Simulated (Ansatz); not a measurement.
**(H3Sn)2O (Sn2H6O): structure and electronic state**

Aim: characterise (H3Sn)2O (Sn2H6O) as a singlet: its structure, frontier levels and distribution of charge.

Program: Ansatz 0.2.0, Gaussian basis. Level of theory: RKS PBE0-D4/def2-TZVP. These are calculated values, not measurements.

The runs, in order: relaxation at PBE0-D4/def2-SVP; a search for the lowest solution at PBE0-D4/def2-SVP; a single point at PBE0-D4/def2-TZVP.

2 further runs of the same task are left out: 2 set aside as unsound or not needed. Runs told in other sessions of the task aren't counted.

**1. The system as given**

9 atoms, charge 0, spin multiplicity 1.

Atoms are counted from 1 here; the program's logs count them from 0.

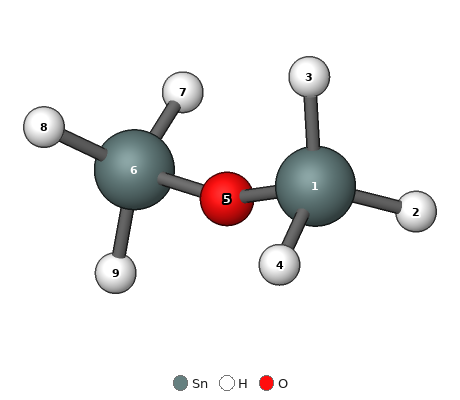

Start geometry, drawn with tin teal, hydrogen white, oxygen red; atoms are numbered from 1 in the order of the file.

Geometry (Å):

```
atom    x (Å)    y (Å)    z (Å)
 Sn1  -0.2462   1.7963   0.4996
  H2  -1.7409   2.2542  -0.0444
  H3  -0.1720   1.5961   2.1490
  H4   1.0108   2.6745  -0.1220
  O5   0.0038   0.0834  -0.2971
 Sn6   0.2460  -1.7948  -0.5035
  H7  -1.1072  -2.5069   0.1433
  H8   1.6382  -2.1723   0.3202
  H9   0.3675  -1.9304  -2.1451
```

Sn takes a core potential in the def2 sets. No spin-orbit coupling is included.

The start is a GFN2-xTB geometry.

**2. Optimising with PBE0-D4/def2-SVP**

Input file in.yaml:

```yaml
crystal:
  periodic: [false, false, false]
  atoms:
    - {symbol: Sn, position_ang: [-0.246190, 1.796310, 0.499620]}
    - {symbol: H, position_ang: [-1.740890, 2.254180, -0.044440]}
    - {symbol: H, position_ang: [-0.171990, 1.596070, 2.149020]}
    - {symbol: H, position_ang: [1.010810, 2.674460, -0.122030]}
    - {symbol: O, position_ang: [0.003760, 0.083450, -0.297070]}
    - {symbol: Sn, position_ang: [0.246000, -1.794830, -0.503540]}
    - {symbol: H, position_ang: [-1.107230, -2.506910, 0.143290]}
    - {symbol: H, position_ang: [1.638190, -2.172280, 0.320230]}
    - {symbol: H, position_ang: [0.367520, -1.930450, -2.145080]}
basis:
  gaussian: {orbitals: def2-SVP}
hamiltonian: {xc: pbe0, dispersion: d4}
scf: {omitted_lower_state_checks: [starts]}
output: {orbitals: {seedname: orbitals}}
relax: {f_tol: 0.02, max_steps: 100}
```

Command:

```sh
ansatz run in.yaml --threads 4 --pin off --events-out ev --progress --plain --max-ram 3916MiB
```

What it wrote, shortened:

```text
Functional definition: PBE0
  name "PBE0"
  cite "Adamo & Barone, J. Chem. Phys. 110, 6158 (1999) doi:10.1063/1.478522"
  cite "Perdew, Burke & Ernzerhof, Phys. Rev. Lett. 77, 3865 (1996) doi:10.1103/PhysRevLett.77.3865"
  parent pbe
[...]
1204 factors; integrals over basis functions are off by at most 3.8e-4 eV
[...]
mean field -13802.42807208 eV, -507.2298760270 hartree, gradient 1.5e-5 eV, S^2 0.000000; 0 other end points of the search recorded, 0 dependent functions left out
[...]
reference -13802.42811034 eV, -507.2298774330 hartree; 29, 29 occupied and 67, 67 virtual orbitals, 1204 factors
relax step   1: F+E_penalty+E_count = -13802.58677207 eV  Δ(F+E_penalty+E_count) = +0.000e0 eV  max|allowed force component| = 9.367e-1 eV/Å  Δτ_max = 0.0000 Å  (24 SCF iters, accepted)
[...]
relax step   3: F+E_penalty+E_count = -13802.86567214 eV  Δ(F+E_penalty+E_count) = -1.823e-2 eV  max|allowed force component| = 1.185e-1 eV/Å  Δτ_max = 0.0269 Å  (29 SCF iters, accepted)
[...]
relax step   5: F+E_penalty+E_count = -13802.90946018 eV  Δ(F+E_penalty+E_count) = -1.505e-2 eV  max|allowed force component| = 2.154e-1 eV/Å  Δτ_max = 0.1958 Å  (28 SCF iters, accepted)
[...]
relax step   7: F+E_penalty+E_count = -13802.92512922 eV  Δ(F+E_penalty+E_count) = -1.194e-3 eV  max|allowed force component| = 5.982e-2 eV/Å  Δτ_max = 0.0713 Å  (28 SCF iters, accepted)
[...]
relax step   9: F+E_penalty+E_count = -13802.92547674 eV  Δ(F+E_penalty+E_count) = -3.475e-4 eV  max|allowed force component| = 1.227e-3 eV/Å  Δτ_max = 0.0099 Å  (23 SCF iters, accepted)
[...]
1204 factors; integrals over basis functions are off by at most 3.8e-4 eV
mean field -13802.76601233 eV, -507.2422951021 hartree, gradient 7.0e-6 eV, S^2 0.000000; 0 other end points of the search recorded, 0 dependent functions left out
[...]
reference -13802.76605060 eV, -507.2422965087 hartree; 29, 29 occupied and 67, 67 virtual orbitals, 1204 factors
Total energy: -13802.92551502 eV, -507.2481567179 hartree
Atom 0 at    -0.234130     1.738698     0.435825 Å, force     0.000226    -0.000268    -0.000092 eV/Å
Atom 1 at    -1.801103     2.365410     0.138881 Å, force     0.000436    -0.000251     0.000688 eV/Å
Atom 2 at    -0.092882     1.150904     2.046725 Å, force     0.000641    -0.000639    -0.000940 eV/Å
Atom 3 at     0.991171     2.879533     0.076010 Å, force    -0.001121     0.000449     0.000061 eV/Å
Atom 4 at     0.028382     0.228829    -0.812609 Å, force     0.000319     0.000313    -0.000095 eV/Å
Atom 5 at     0.236240    -1.714706    -0.519719 Å, force     0.000058     0.000777    -0.001098 eV/Å
Atom 6 at    -1.176501    -2.304350     0.260690 Å, force    -0.000088     0.000465    -0.000357 eV/Å
Atom 7 at     1.623477    -1.971840     0.460706 Å, force    -0.000574    -0.000258     0.000606 eV/Å
Atom 8 at     0.425326    -2.372478    -2.086509 Å, force     0.000104    -0.000587     0.001227 eV/Å
Dipole moment:    -0.007788    -0.063608     0.229383 e Å
Checks for a lower state left out: starts
```

It took 14 s on 4 threads of Arm Neoverse V2, shared host.

Along the way:

```
step  energy from step 1 (eV)  largest force component (eV/Å)
   1                   0.0000                          0.9367
   2                  -0.2607                          0.4072
   3                  -0.2789                          0.1185
   4                  -0.3076                          0.1620
   5                  -0.3227                          0.2154
   6                  -0.3372                          0.0182
   7                  -0.3384                          0.0598
   8                  -0.3381                          0.0672
   9                  -0.3387                          0.0012
```

The force was under the threshold of 0.02 eV/Å already at step 6, but the program went on to step 9.

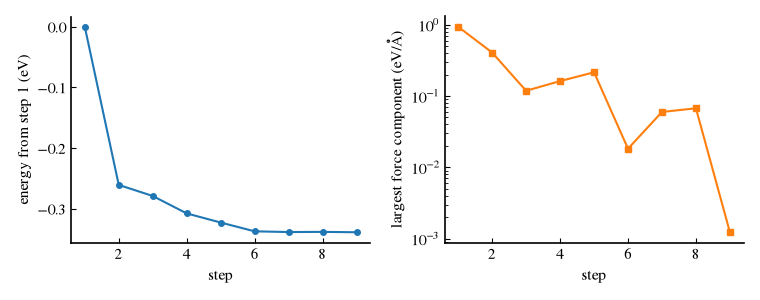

Energy and force, step by step.

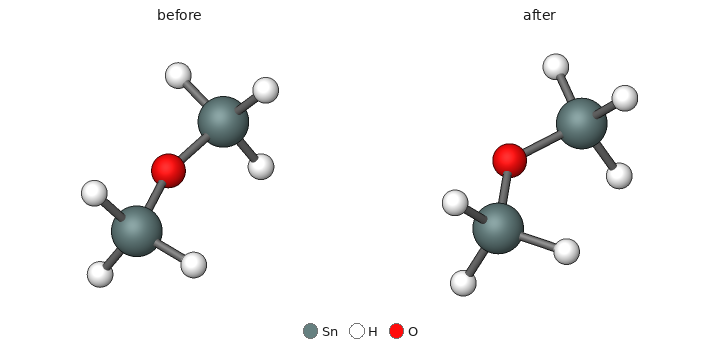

Before and after, at one scale.

Close pairs (by a distance rule), those that changed most:

```
  bond  before (Å)  after (Å)  change (Å)
O5–Sn6       1.905      1.976      +0.071
Sn1–O5       1.906      1.977      +0.071
Sn1–H2       1.655      1.714      +0.058
Sn6–H9       1.652      1.710      +0.058
Sn6–H7       1.660      1.718      +0.058
Sn1–H4       1.655      1.712      +0.058
Sn1–H3       1.663      1.721      +0.057
Sn6–H8       1.661      1.718      +0.057
```

Bonds by kind at the end (by distance):

```
bond  count  shortest (Å)  longest (Å)
O–Sn      2         1.976        1.977
H–Sn      6         1.710        1.721
```

**3. Searching for the lowest solution, PBE0-D4/def2-SVP**

start.molden holds the orbitals of an earlier run on this state, given as this run's starting guess.

Input file in.yaml:

```yaml
crystal:
  periodic: [false, false, false]
  atoms:
    - {symbol: Sn, position_ang: [-0.234130, 1.738698, 0.435825]}
    - {symbol: H, position_ang: [-1.801103, 2.365410, 0.138881]}
    - {symbol: H, position_ang: [-0.092882, 1.150904, 2.046725]}
    - {symbol: H, position_ang: [0.991171, 2.879533, 0.076010]}
    - {symbol: O, position_ang: [0.028382, 0.228829, -0.812609]}
    - {symbol: Sn, position_ang: [0.236240, -1.714706, -0.519719]}
    - {symbol: H, position_ang: [-1.176501, -2.304350, 0.260690]}
    - {symbol: H, position_ang: [1.623477, -1.971840, 0.460706]}
    - {symbol: H, position_ang: [0.425326, -2.372478, -2.086509]}
basis:
  gaussian: {orbitals: def2-SVP, initial_orbitals: start.molden}
hamiltonian: {xc: pbe0, dispersion: d4}
output: {orbitals: {seedname: orbitals}}
```

Launched as before.

What it wrote:

```text
Functional definition: PBE0
  name "PBE0"
  cite "Adamo & Barone, J. Chem. Phys. 110, 6158 (1999) doi:10.1063/1.478522"
  cite "Perdew, Burke & Ernzerhof, Phys. Rev. Lett. 77, 3865 (1996) doi:10.1103/PhysRevLett.77.3865"
  parent pbe
  parameter a = 0.25
  parameter kappa = 0.804
  parameter beta = 0.06672455060314922
  exchange = (1 - a)*pbe_x(kappa = kappa, mu = beta*pi^2/3) + a*exact_x
  correlation = pbe_c(beta = beta)
1116 factors; integrals over basis functions are off by at most 4.0e-4 eV
mean field evaluation 1: about -13802.6907 eV, gradient 4.2e-1 eV
mean field evaluation 2: about -13802.7660 eV, gradient 2.2e-4 eV
mean field evaluation 4: about -13802.7660 eV, gradient 1.4e-5 eV
mean field evaluation 8: about -13802.6585 eV, gradient 3.5e0 eV
mean field evaluation 16: about -13802.7660 eV, gradient 6.5e-4 eV
mean field -13802.76595835 eV, -507.2422931186 hartree, gradient 1.4e-5 eV, S^2 0.000000; 1 other end points of the search recorded, 0 dependent functions left out
reference -13802.76599657 eV, -507.2422945230 hartree; 29, 29 occupied and 67, 67 virtual orbitals, 1116 factors
Total energy: -13802.92546098 eV, -507.2481547321 hartree
```

It took 1.1 s on 4 threads of Arm Neoverse V2, shared host.

From the report: HOMO -7.62 eV, LUMO -0.68 eV.

**4. Single point, PBE0-D4/def2-TZVP**

Edit in.yaml of step 3 so:

```diff
@@ -13,4 +13,5 @@
 basis:
-  gaussian: {orbitals: def2-SVP, initial_orbitals: start.molden}
+  gaussian: {orbitals: def2-TZVP, initial_orbitals: start.molden}
 hamiltonian: {xc: pbe0, dispersion: d4}
+scf: {omitted_lower_state_checks: [starts]}
 output: {orbitals: {seedname: orbitals}}
```

Launched as before.

What it wrote:

```text
Functional definition: PBE0
  name "PBE0"
  cite "Adamo & Barone, J. Chem. Phys. 110, 6158 (1999) doi:10.1063/1.478522"
  cite "Perdew, Burke & Ernzerhof, Phys. Rev. Lett. 77, 3865 (1996) doi:10.1103/PhysRevLett.77.3865"
  parent pbe
  parameter a = 0.25
  parameter kappa = 0.804
  parameter beta = 0.06672455060314922
  exchange = (1 - a)*pbe_x(kappa = kappa, mu = beta*pi^2/3) + a*exact_x
  correlation = pbe_c(beta = beta)
these checks for a lower state are left out or cut short: starts
1337 factors; their error is unknown
mean field evaluation 1: about -13804.3094 eV, gradient 9.1e1 eV
mean field evaluation 2: about -13805.8833 eV, gradient 2.3e0 eV
mean field evaluation 4: about -13806.0534 eV, gradient 2.5e-1 eV
mean field evaluation 8: about -13806.0535 eV, gradient 1.2e-5 eV
mean field -13806.05347433 eV, -507.3631071023 hartree, gradient 1.2e-5 eV, S^2 0.000000; 0 other end points of the search recorded, 0 dependent functions left out
reference -13806.05352011 eV, -507.3631087850 hartree; 29, 29 occupied and 138, 138 virtual orbitals, 1337 factors
Total energy: -13806.21298453 eV, -507.3689689941 hartree
Checks for a lower state left out: starts
```

Run time: 1.6 s. Hardware: 4 threads of Arm Neoverse V2, shared host.

From the report: HOMO -7.80 eV, LUMO -0.99 eV.

Mulliken charges, from this run's orbitals:

```
atom  value (e)
 Sn1       0.56
  H2      -0.06
  H3      -0.06
  H4      -0.06
  O5      -0.77
 Sn6       0.56
  H7      -0.06
  H8      -0.06
  H9      -0.05
```

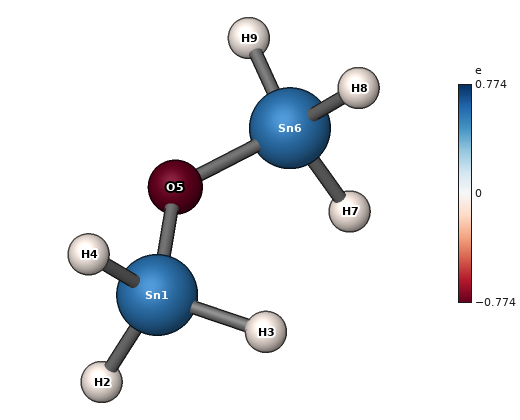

Mulliken charges, from this run's orbitals, as colours on the atoms.

Largest Mayer bond orders: Sn6–H9 0.93; Sn1–H4 0.92; Sn1–H2 0.92; Sn6–H7 0.92; Sn6–H8 0.92; Sn1–H3 0.91; O5–Sn6 0.88; Sn1–O5 0.88.

Orbitals, density, ELF and potential are computed afterwards from the orbital file.

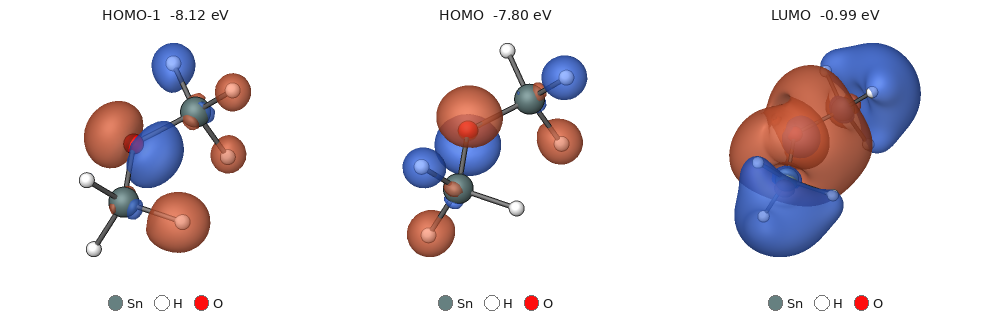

PBE0-D4/def2-TZVP orbitals near the gap, drawn at the value that encloses 70 % of each; the two colours are the two signs.

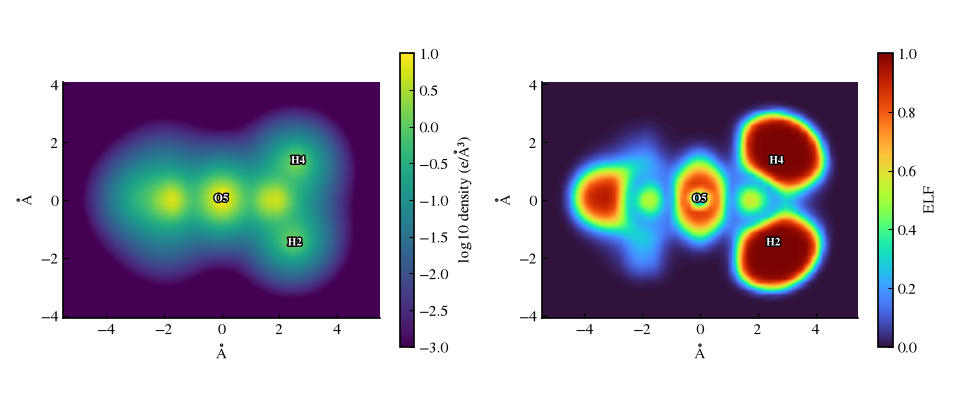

Density (left) and ELF (right) in a plane through or near 3 of the atoms.

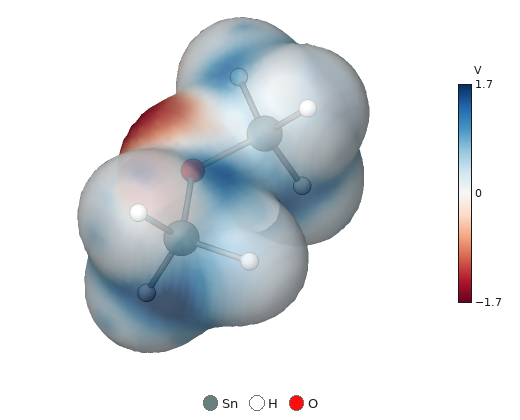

Electrostatic potential on the surface of density 0.002 e/bohr³; red is low, blue high. It runs from -1.33 V near O5 to 1.70 V near Sn1.

**5. Summary of results**

```
                       quantity                           value
                    point group                              C1
 commonest bond, hydrogen aside  O–Sn, 2 of mean length 1.977 Å
HOMO, LUMO at PBE0-D4/def2-TZVP                 -7.80, -0.99 eV
     dipole at PBE0-D4/def2-SVP                          1.14 D
```

The molecule keeps its bonding pattern by the stored test; the atoms moved 0.33 Å (rms), and the angle Sn1–O5–Sn6 went from 161° to 132°. No usable vibrations, so a minimum isn't proven. The HOMO lies nearest to O5 64 %; H2, H7, H8 about 8 % each and the LUMO to O5 22 %; Sn1, Sn6 about 12 % each. The point group is read from a loosely relaxed geometry; soft torsions can leave it below the true symmetry.
